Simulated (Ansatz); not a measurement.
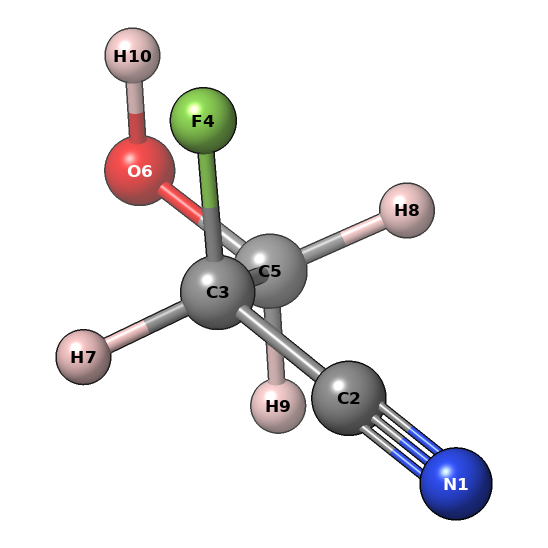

C5 lies behind C3. The molecule seen a little off the C3–C5 bond, C3 in front. Distant atoms are faded towards the background colour. The computed structure is the end point of a PBE-D4/def2-SVP optimisation. No frequency run is at hand to confirm it as a minimum.

What is the torsion angle F4–C3–C5–O6? The sign is positive where the front bond must turn clockwise to cover the back bond.

Answer. −59°, synclinal (gauche). The bonds about C3–C5 are staggered.
